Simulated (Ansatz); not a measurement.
Pressure series in ZrO2

Start from ZrO$_{2}$ (space group P4_2/nmc, No. 137; a = 3.621 Å, c = 5.283 Å).

Cell and atoms are relaxed at each pressure.

Level of theory: plane-wave PAW DFT at the PBE level (Ansatz, an electronic-structure program, 420 eV), without spin-orbit coupling.

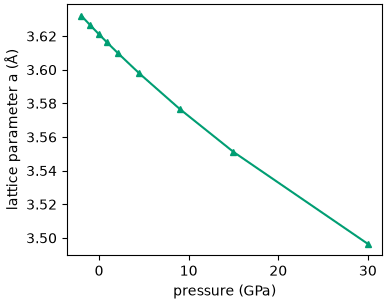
Lattice parameter a against pressure

```csv
pressure (GPa),lattice parameter a
-2,3.632 Å
-1,3.627 Å
0.9,3.616 Å
2.1,3.610 Å
4.5,3.598 Å
9,3.577 Å
15,3.551 Å
30,3.496 Å
```

Load acts through the strain it causes; cell and atoms are relaxed under it. Stability against distortions was not tested. Competing high-pressure phases were not computed. This is not the structure that ZrO2 has at room temperature and ambient pressure.
